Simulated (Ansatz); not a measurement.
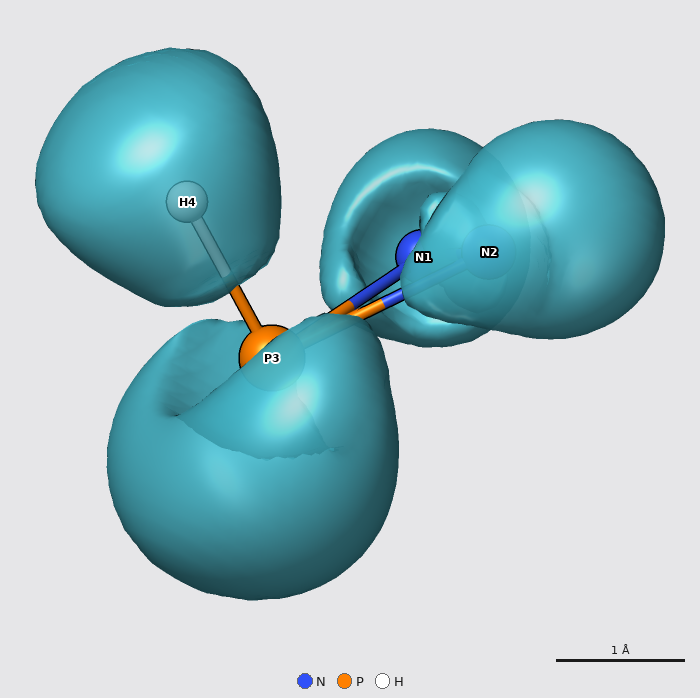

*HN₂P (SMILES N1=NP1). Isosurface of the ELF at 0.8 (cyan), seen at an oblique angle. Only the valence region is drawn (cores and ρ < 0.01 e/Å³ removed).*

Geometry: B3LYP/6-31G*.

Theory: isolated molecule in a Gaussian basis; Kohn-Sham density functional theory, functional PBE0 (Ansatz 0.2.0).

Q: Where are the electrons localised?

A: The surface consists of one region between bonded N–N atoms (shared pairs), one region around a hydrogen nucleus, two lobes on N, pointing away from the bonds (lone pairs) and one lobe on P, pointing away from the bonds (lone pairs). Profiles from the grid: N–N (1.19 Å): the ELF peaks at about 0.90 between the atoms: a multiple bond. P–N (1.91 Å): the ELF peaks at about 0.75 between the atoms.
